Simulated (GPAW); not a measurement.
**WGe2P4 monolayer: work function by functional and basis**

Aim: the work function of both faces of WGe2P4 monolayer, and its spread over functionals and bases. Where a layer proves gapped, the work function hangs on where the smearing puts the Fermi level, and the band edges take its place.

Main program and level: GPAW 26.7.0; GPAW, PAW setups; layer in a repeated cell with vacuum, relaxation of atoms and in-plane cell, in the first sound run; inputs show where later runs differ.

## Step 1: The structure

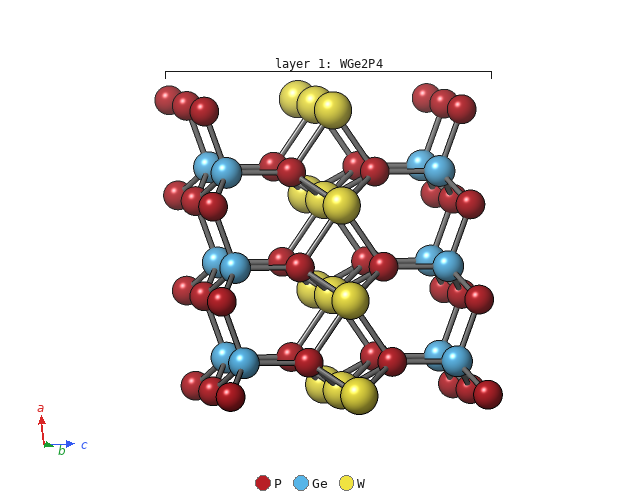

The cell as given, from the side, with the c axis across the page (phosphorus red, germanium blue, tungsten yellow). 3×2×1 cells are drawn. Bonds to atoms that aren't drawn are left out. Some periodic images of atoms are drawn too.

The cell holds 7 atoms: 4 P, 2 Ge and 1 W. Its edges and angles: a = 3.580 Å, b = 3.580 Å, c = 26.748 Å, α = 90.0°, β = 90.0°, γ = 120.0°. Vacuum lies along c.

## Step 2: Relaxation

Forces are removed first; all later runs use this geometry.

Contents of run.py:

```python
import json
import numpy as np
from ase import Atoms
from ase.filters import FrechetCellFilter
from ase.optimize import BFGS
from gpaw import GPAW, PW

slab = Atoms(
    ['P', 'Ge', 'P', 'W', 'P', 'Ge', 'P'],
    positions=[
        [0.00000, 0.00000, 9.00000],
        [-0.00000, 2.06691, 9.75357],
        [-0.00000, 2.06691, 11.95357],
        [0.00000, 0.00000, 13.37411],
        [-0.00000, 2.06691, 14.79465],
        [-0.00000, 2.06691, 16.99465],
        [0.00000, 0.00000, 17.74822]],
    cell=[[3.58, 0.0, 0.0], [-1.79, 3.10037, 0.0], [0.0, 0.0, 26.7482]],
    pbc=[True, True, True])

slab.calc = GPAW(mode=PW(600), xc='PBE', kpts={'size': (9, 9, 1), 'gamma': True},
                 occupations={'name': 'fermi-dirac', 'width': 0.05}, nbands='200%',
                 convergence={'density': 1e-05}, maxiter=200,
                 symmetry={'tolerance': 1e-3}, txt='slab.txt')
result = {}
# The in-plane cell is free; stress needs a cell that repeats along all three vectors
path = []
opt = BFGS(FrechetCellFilter(slab, mask=[1, 1, 0, 0, 0, 1]), maxstep=0.2)
opt.attach(lambda: path.append((slab.get_potential_energy(), slab.positions.tolist(), slab.get_forces().tolist())))
result['relaxed'] = bool(opt.run(fmax=0.02, steps=45))
result['path'] = path
result['cell'] = slab.cell.tolist()
print('in-plane lattice', slab.cell.cellpar().round(4)[[0, 1, 5]])
energy = slab.get_potential_energy()
fermi = slab.calc.get_fermi_level()
v = slab.calc.get_electrostatic_potential().mean((0, 1)) - fermi
n = slab.calc.get_pseudo_density().mean((0, 1))
L = slab.cell[2, 2]
z = np.arange(len(v)) * L / len(v)
low, high = slab.positions[:, 2].min(), slab.positions[:, 2].max()
below, above = np.interp([low - 6.8, high + 6.8], z, v)
slopes = [np.interp(x, z, np.gradient(v, z)) for x in (low - 6.8, high + 6.8)]
eps = np.array([[slab.calc.get_eigenvalues(k, s) for k in range(len(slab.calc.get_ibz_k_points()))]
                for s in range(slab.calc.get_number_of_spins())]) - fermi
top, bottom = eps[eps < 0].max(), eps[eps > 0].min()
dipole = slab.get_dipole_moment()[2]
print(f'energy {energy:.4f} eV, Fermi level {fermi:.4f} eV, dipole {dipole:.5f} e A')
print(f'potential 6.8 A off the faces, from the Fermi level: lower {below:.4f} eV, upper {above:.4f} eV')
print(f'slope of the potential there: lower {slopes[0]:.5f}, upper {slopes[1]:.5f} eV/A')
print(f'nearest levels on the mesh: {top:.4f} and {bottom:.4f} eV')
print('magnetic moment', round(slab.get_magnetic_moment(), 3))
result.update(energy=energy, fermi=fermi, dipole=dipole, below=below, above=above, slopes=slopes, edges=[top, bottom],
              z=z.tolist(), v=v.tolist(), n=n.tolist(), positions=slab.positions.tolist(),
              forces=slab.get_forces(apply_constraint=False).tolist(), moments=slab.get_magnetic_moments().tolist())
json.dump(result, open('result.json', 'w'))
```

Run with:

```
> OMP_NUM_THREADS=1 OPENBLAS_NUM_THREADS=1 python run.py
```

What it wrote:

```text
Step          Energy          fmax
BFGS:    0      -41.370311        3.381613
BFGS:    1      -41.887998        2.816365
BFGS:    2      -42.596328        0.827779
BFGS:    3      -42.630172        0.555286
BFGS:    4      -42.695829        0.678031
BFGS:    5      -42.785060        0.608125
BFGS:    6      -42.851359        0.598360
BFGS:    7      -42.880165        0.381703
BFGS:    8      -42.891554        0.339311
BFGS:    9      -42.897839        0.270614
BFGS:   10      -42.903661        0.245297
BFGS:   11      -42.910587        0.286170
BFGS:   12      -42.916297        0.190950
BFGS:   13      -42.918672        0.074676
BFGS:   14      -42.919017        0.012957
in-plane lattice [  3.5413   3.5413 120.    ]
energy -42.9190 eV, Fermi level 0.6256 eV, dipole 0.00214 e A
potential 6.8 A off the faces, from the Fermi level: lower 5.0383 eV, upper 5.0374 eV
slope of the potential there: lower 0.00019, upper 0.00034 eV/A
nearest levels on the mesh: -0.3428 and 0.2949 eV
magnetic moment 0.0
```

The job ended after 25 min (1 thread of Arm Neoverse V2, shared host; peak memory 0.55 GiB).

This step gave:

```
dipole along the normal                    : 0.002144 e·Å
levels nearest the Fermi level on the mesh : -0.3428, 0.2949 eV from the Fermi level
```

The electrostatic potential energy of an electron (without an applied field's), less the Fermi level, planar mean oscillates, so the rows of the table below give means over windows of 1.67 Å about each position, cut where the curve ends. Its maxima inside the range that stand out by 2 % of the span (Å: eV): 9.0: -10.2, 10.9: 1.67, 12.5: -7.51, 14.2: -7.51, 15.9: 1.66, 17.7: -10.2. Its minima: 8.6: -13.9, 9.6: -15.0, 12.0: -12.6, 13.4: -19.1, 14.7: -12.6, 17.1: -15.0, 18.1: -13.9.

The electrostatic potential energy of an electron (without an applied field's), less the Fermi level, planar mean by z; means over each step:

```csv
z (Å),"electrostatic potential energy of an electron (without an applied field's), less the Fermi level, planar mean (eV)"
0.83,5.04
2.50,5.04
4.17,5.04
5.84,5.00
7.51,0.553
9.18,-12.3
10.86,-1.56
12.52,-11.6
14.20,-11.8
15.86,-1.55
17.54,-12.3
19.20,0.265
20.88,4.99
22.55,5.04
24.21,5.04
25.88,5.04
```

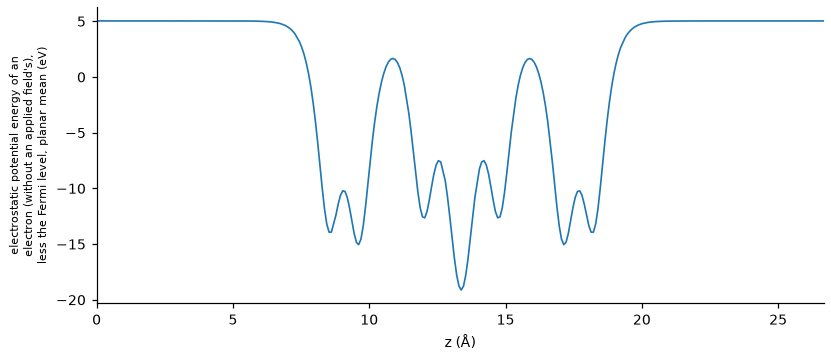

Electrostatic potential energy of an electron (without an applied field's), less the Fermi level, planar mean against z.

The pseudo valence density, planar mean oscillates, so the rows of the table below give means over windows of 2 Å about each position, cut where the curve ends. Its maxima inside the range that stand out by 2 % of the span (Å: e/Å³): 9.0: 0.449, 10.0: 0.235, 13.4: 1.24, 16.7: 0.235, 17.7: 0.449. Its minima: 9.7: 0.0694, 10.7: 0.132, 16.0: 0.132, 17.1: 0.0694.

Pseudo valence density, planar mean against z; means over each step:

```csv
z (Å),"pseudo valence density, planar mean (e/Å³)"
4,1.3e-5
6,0.00432
8,0.213
10,0.207
12,0.348
14,0.658
16,0.185
18,0.285
20,0.0339
22,1.2e-4
```

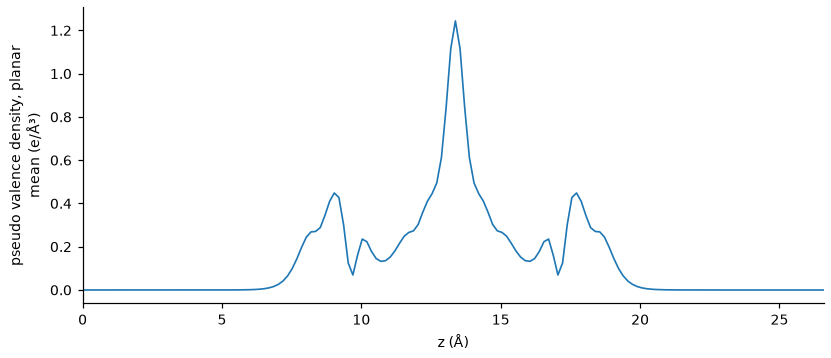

Pseudo valence density, planar mean, plotted against z.

The relaxation lowered the energy of the cell by 1.55 eV (energies extrapolated to zero smearing; the optimiser's log prints free energies). The largest force left on a free atom is 0.013 eV/Å.

## Step 3: The slab's potential

With the geometry fixed, the planar mean of the potential gives the vacuum level on each side.

This step: GPAW, PAW setups; slab in vacuum (GPAW 26.7.0).

The cell differs from the one that the last finished run ended in (c 26.748 → 27.706 Å).

Changes to run.py since step 2:

```diff
@@ -3,4 +3,2 @@
 from ase import Atoms
-from ase.filters import FrechetCellFilter
-from ase.optimize import BFGS
 from gpaw import GPAW, PW
@@ -10,25 +8,18 @@
     positions=[
-        [0.00000, 0.00000, 9.00000],
-        [-0.00000, 2.06691, 9.75357],
-        [-0.00000, 2.06691, 11.95357],
-        [0.00000, 0.00000, 13.37411],
-        [-0.00000, 2.06691, 14.79465],
-        [-0.00000, 2.06691, 16.99465],
-        [0.00000, 0.00000, 17.74822]],
-    cell=[[3.58, 0.0, 0.0], [-1.79, 3.10037, 0.0], [0.0, 0.0, 26.7482]],
-    pbc=[True, True, True])
+        [-0.00000, -0.00000, 9.00000],
+        [-0.00000, 2.04455, 10.10614],
+        [-0.00000, 2.04455, 12.46046],
+        [-0.00000, 0.00000, 13.85283],
+        [-0.00000, 2.04455, 15.24520],
+        [-0.00000, 2.04455, 17.59952],
+        [-0.00000, 0.00000, 18.70566]],
+    cell=[[3.54127, 0.0, 0.0], [-1.77064, 3.06683, 0.0], [0.0, 0.0, 27.7057]],
+    pbc=[True, True, False])
 
-slab.calc = GPAW(mode=PW(600), xc='PBE', kpts={'size': (9, 9, 1), 'gamma': True},
+slab.calc = GPAW(mode=PW(400), xc='PBE', kpts={'size': (9, 9, 1), 'gamma': True},
                  occupations={'name': 'fermi-dirac', 'width': 0.05}, nbands='200%',
                  convergence={'density': 1e-05}, maxiter=200,
+                 poissonsolver={'dipolelayer': 'xy'},
                  symmetry={'tolerance': 1e-3}, txt='slab.txt')
 result = {}
-# The in-plane cell is free; stress needs a cell that repeats along all three vectors
-path = []
-opt = BFGS(FrechetCellFilter(slab, mask=[1, 1, 0, 0, 0, 1]), maxstep=0.2)
-opt.attach(lambda: path.append((slab.get_potential_energy(), slab.positions.tolist(), slab.get_forces().tolist())))
-result['relaxed'] = bool(opt.run(fmax=0.02, steps=45))
-result['path'] = path
-result['cell'] = slab.cell.tolist()
-print('in-plane lattice', slab.cell.cellpar().round(4)[[0, 1, 5]])
 energy = slab.get_potential_energy()
```

What it wrote:

```text
energy -42.8951 eV, Fermi level 0.4301 eV, dipole 0.00094 e A
potential 6.8 A off the faces, from the Fermi level: lower 5.0308 eV, upper 5.0448 eV
slope of the potential there: lower -0.00010, upper 0.00010 eV/A
nearest levels on the mesh: -0.3427 and 0.2948 eV
magnetic moment 0.0
```

Run time: 69 s. Hardware: 1 thread; peak memory 0.26 GiB.

This step gave:

```yaml
dipole_along_the_normal: 9.36e-4 e·Å
levels_nearest_the_fermi_level_on_the_mesh: -0.3427, 0.2948 eV from the Fermi level
upper_work_function: 5.045 eV
lower_work_function: 5.031 eV
upper_ionisation_energy: 5.388 eV
```

The electrostatic potential energy of an electron (without an applied field's), less the Fermi level, planar mean oscillates, so the rows of the table below give means over windows of 1.73 Å about each position, cut where the curve ends. Its maxima inside the range that stand out by 2 % of the span (Å: eV): 9.5: -10.2, 11.4: 1.66, 13.0: -7.59, 14.7: -7.59, 16.3: 1.66, 18.2: -10.2. Its minima: 9.1: -13.9, 10.1: -15.1, 12.4: -12.6, 13.9: -19.1, 15.3: -12.6, 17.6: -15.0, 18.6: -13.9.

The electrostatic potential energy of an electron (without an applied field's), less the Fermi level, planar mean by z; means over each step:

```csv
z (Å),"electrostatic potential energy of an electron (without an applied field's), less the Fermi level, planar mean (eV)"
0.86,5.03
2.59,5.03
4.32,5.03
6.05,5.01
7.78,2.18
9.51,-12.3
11.24,-1.85
12.97,-11.5
14.70,-11.6
16.43,-1.80
18.16,-12.3
19.89,2.01
21.62,5.02
23.35,5.04
25.08,5.04
26.81,5.04
```

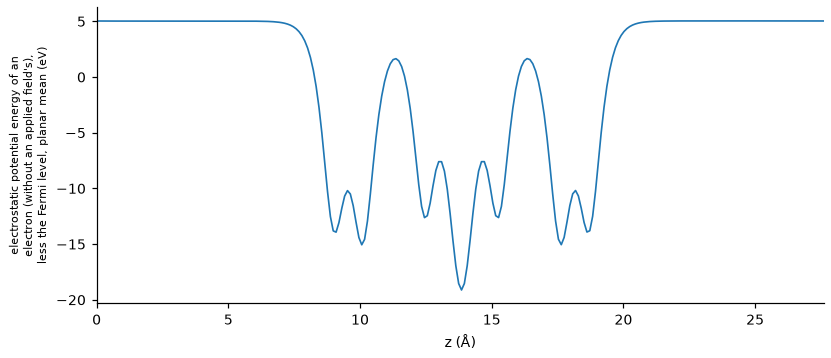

Electrostatic potential energy of an electron (without an applied field's), less the Fermi level, planar mean, plotted against z.

The pseudo valence density, planar mean oscillates, so the rows of the table below give means over windows of 2.5 Å about each position, cut where the curve ends. Its maxima inside the range that stand out by 2 % of the span (Å: e/Å³): 9.5: 0.450, 10.6: 0.237, 13.9: 1.24, 17.1: 0.236, 18.2: 0.450. Its minima: 10.2: 0.0690, 11.3: 0.132, 16.5: 0.132, 17.5: 0.0690.

Pseudo valence density, planar mean against z; means over each step:

```csv
z (Å),"pseudo valence density, planar mean (e/Å³)"
5.0,1.0e-4
7.5,0.0751
10.0,0.251
12.5,0.400
15.0,0.482
17.5,0.240
20.0,0.0980
22.5,1.8e-4
25.0,0
```

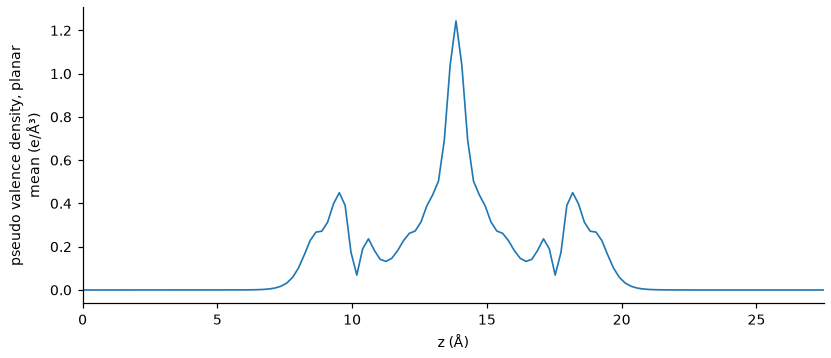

Pseudo valence density, planar mean against z.

The layer is gapped, so the Fermi level lies somewhere inside the gap, set by smearing and numerics, and these work functions are no property of the material; the band edges below the vacuum level are. The potential is flat to 9.5e-5 eV/Å where it is read, so the vacuum is wide enough.

## Step 4: Self-consistent run: xc = "RPBE"

The same geometry under RPBE, to see how far the functional moves the levels against the vacuum.

Changes to run.py since step 3:

```diff
@@ -18,3 +18,3 @@
 
-slab.calc = GPAW(mode=PW(400), xc='PBE', kpts={'size': (9, 9, 1), 'gamma': True},
+slab.calc = GPAW(mode=PW(400), xc='RPBE', kpts={'size': (9, 9, 1), 'gamma': True},
                  occupations={'name': 'fermi-dirac', 'width': 0.05}, nbands='200%',
```

What it wrote:

```text
energy -40.3760 eV, Fermi level 0.5198 eV, dipole 0.00093 e A
potential 6.8 A off the faces, from the Fermi level: lower 4.9500 eV, upper 4.9640 eV
slope of the potential there: lower -0.00009, upper 0.00009 eV/A
nearest levels on the mesh: -0.3471 and 0.2989 eV
magnetic moment 0.0
```

Run time: 69 s. Hardware: 1 thread; peak memory 0.26 GiB.

This step gave:

| Item | Value |
| --- | --- |
| dipole along the normal | 9.29e-4 e·Å |
| levels nearest the Fermi level on the mesh | -0.3471, 0.2989 eV from the Fermi level |
| upper work function | 4.964 eV |
| lower work function | 4.950 eV |
| upper ionisation energy | 5.311 eV |

The electrostatic potential energy of an electron (without an applied field's), less the Fermi level, planar mean oscillates, so the rows of the table below give means over windows of 1.73 Å about each position, cut where the curve ends. Its maxima inside the range that stand out by 2 % of the span (Å: eV): 9.5: -10.3, 11.4: 1.54, 13.0: -7.68, 14.7: -7.68, 16.3: 1.55, 18.2: -10.3. Its minima: 9.1: -14.0, 10.1: -15.2, 12.4: -12.7, 13.9: -19.2, 15.3: -12.7, 17.6: -15.2, 18.6: -14.0.

The electrostatic potential energy of an electron (without an applied field's), less the Fermi level, planar mean by z; means over each step:

```csv
z (Å),"electrostatic potential energy of an electron (without an applied field's), less the Fermi level, planar mean (eV)"
0.86,4.95
2.59,4.95
4.32,4.95
6.05,4.93
7.78,2.10
9.51,-12.4
11.24,-1.97
12.97,-11.6
14.70,-11.7
16.43,-1.92
18.16,-12.4
19.89,1.93
21.62,4.94
23.35,4.96
25.08,4.96
26.81,4.96
```

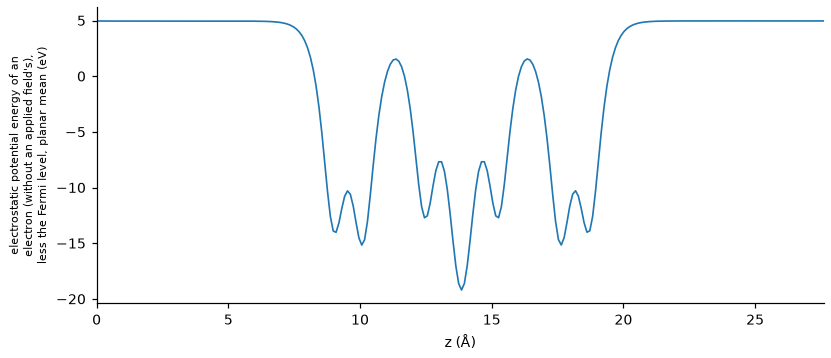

Electrostatic potential energy of an electron (without an applied field's), less the Fermi level, planar mean, plotted against z.

The pseudo valence density, planar mean oscillates, so the rows of the table below give means over windows of 2 Å about each position, cut where the curve ends. Its maxima inside the range that stand out by 2 % of the span (Å: e/Å³): 9.5: 0.450, 10.6: 0.235, 13.9: 1.24, 17.1: 0.235, 18.2: 0.450. Its minima: 10.2: 0.0700, 11.3: 0.132, 16.5: 0.132, 17.5: 0.0699.

The pseudo valence density, planar mean by z; means over each step:

```csv
z (Å),"pseudo valence density, planar mean (e/Å³)"
4,3.8e-6
6,0.00114
8,0.128
10,0.261
12,0.246
14,0.720
16,0.214
18,0.276
20,0.0877
22,4.7e-4
24,1.7e-6
```

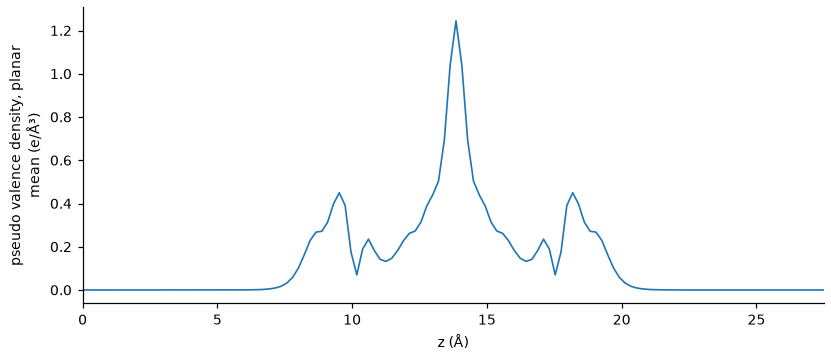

Pseudo valence density, planar mean, plotted against z.

Force by atom:

```csv
atom,x (eV/Å),y (eV/Å),z (eV/Å),size
P1,0.000,0.000,-0.143,0.143
Ge2,0.000,0.000,0.012,0.012
P3,0.000,0.000,-0.065,0.065
W4,0.000,0.000,0.000,0.000
P5,0.000,0.000,0.065,0.065
Ge6,0.000,0.000,-0.012,0.012
P7,0.000,0.000,0.143,0.143
```

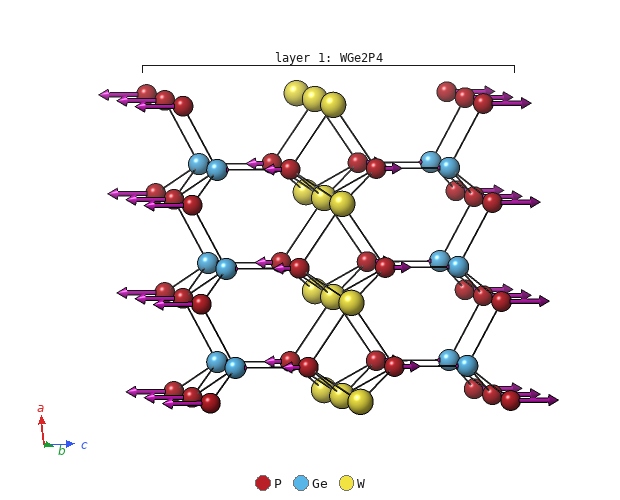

Force as arrows, the longest 0.143 eV/Å. Bonds to atoms that aren't drawn are left out. 3×2×1 cells are drawn. Some periodic images of atoms are drawn too.

The highest filled level lies 0.347 eV under the Fermi level, so the ionisation energy from the upper face is 4.964 + 0.347 = 5.311 eV, against 5.388 eV in the base run.

## Step 5: Self-consistent run: xc = "LDA"

The same geometry under LDA, to see how far the functional moves the levels against the vacuum.

Changes to run.py since step 4:

```diff
@@ -18,3 +18,3 @@
 
-slab.calc = GPAW(mode=PW(400), xc='RPBE', kpts={'size': (9, 9, 1), 'gamma': True},
+slab.calc = GPAW(mode=PW(400), xc='LDA', kpts={'size': (9, 9, 1), 'gamma': True},
                  occupations={'name': 'fermi-dirac', 'width': 0.05}, nbands='200%',
```

What it wrote:

```text
energy -47.9143 eV, Fermi level 0.1872 eV, dipole 0.00095 e A
potential 6.8 A off the faces, from the Fermi level: lower 5.2454 eV, upper 5.2594 eV
slope of the potential there: lower -0.00010, upper 0.00010 eV/A
nearest levels on the mesh: -0.3324 and 0.2842 eV
magnetic moment 0.0
```

Elapsed: 67 s, on 1 thread; peak memory 0.26 GiB.

Numbers from this step:

```yaml
dipole_along_the_normal: 9.54e-4 e·Å
levels_nearest_the_fermi_level_on_the_mesh: -0.3324, 0.2842 eV from the Fermi level
upper_work_function: 5.259 eV
lower_work_function: 5.245 eV
upper_ionisation_energy: 5.592 eV
```

The highest filled level lies 0.332 eV under the Fermi level, so the ionisation energy from the upper face is 5.259 + 0.332 = 5.592 eV, against 5.388 eV in the base run.

## Step 6: Self-consistent run: xc = "revPBE"

The same geometry under revPBE, to see how far the functional moves the levels against the vacuum.

Changes to run.py since step 5:

```diff
@@ -18,3 +18,3 @@
 
-slab.calc = GPAW(mode=PW(400), xc='LDA', kpts={'size': (9, 9, 1), 'gamma': True},
+slab.calc = GPAW(mode=PW(400), xc='revPBE', kpts={'size': (9, 9, 1), 'gamma': True},
                  occupations={'name': 'fermi-dirac', 'width': 0.05}, nbands='200%',
```

What it wrote:

```text
energy -40.7478 eV, Fermi level 0.5099 eV, dipole 0.00093 e A
potential 6.8 A off the faces, from the Fermi level: lower 4.9462 eV, upper 4.9602 eV
slope of the potential there: lower -0.00010, upper 0.00010 eV/A
nearest levels on the mesh: -0.3438 and 0.2972 eV
magnetic moment 0.0
```

Wall time 69 s (1 thread); peak memory 0.26 GiB.

Numbers from this step:

```yaml
dipole_along_the_normal: 9.31e-4 e·Å
levels_nearest_the_fermi_level_on_the_mesh: -0.3438, 0.2972 eV from the Fermi level
upper_work_function: 4.960 eV
lower_work_function: 4.946 eV
upper_ionisation_energy: 5.304 eV
```

The highest filled level lies 0.344 eV under the Fermi level, so the ionisation energy from the upper face is 4.960 + 0.344 = 5.304 eV, against 5.388 eV in the base run.

(Part 1 of 2 ends here.)

[Logs are printed without paths, hosts, clocks, repeated set-up lines and the standing remarks that a program may print on its own settings, such as how far it seeks lower states.]

[Hosts, paths, dates, database ids (printed as entryN), source tags and the programs' standing remarks are cut or masked in the printed files.]
